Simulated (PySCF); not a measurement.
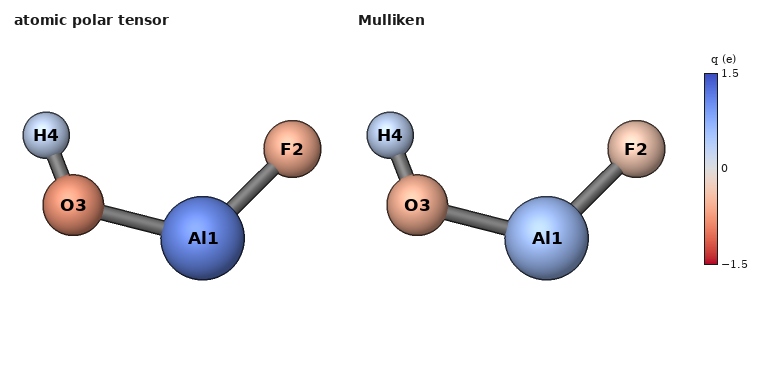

Atomic charges of one calculation by 2 schemes, on one colour scale. The species is neutral and a spin doublet. The computed structure is the end point of a PBE0/def2-TZVP optimisation. Method: PBE0/def2-TZVP (PySCF 2.14.0).

Question. Which scheme gives the most polar picture (largest mean size of the charges)?

Answer. The atomic polar tensor charges are the largest in size here.

Question. On which atom do the schemes disagree most?

Answer. On Al1 (from 0.56 to 1.04 e).

List the charges (e), one line for each set of equivalent atoms.

| atom | atomic polar tensor | Mulliken |
| --- | --- | --- |
| Al1 | 1.04 | 0.56 |
| F2 | −0.57 | −0.34 |
| O3 | −0.76 | −0.54 |
| H4 | 0.29 | 0.31 |
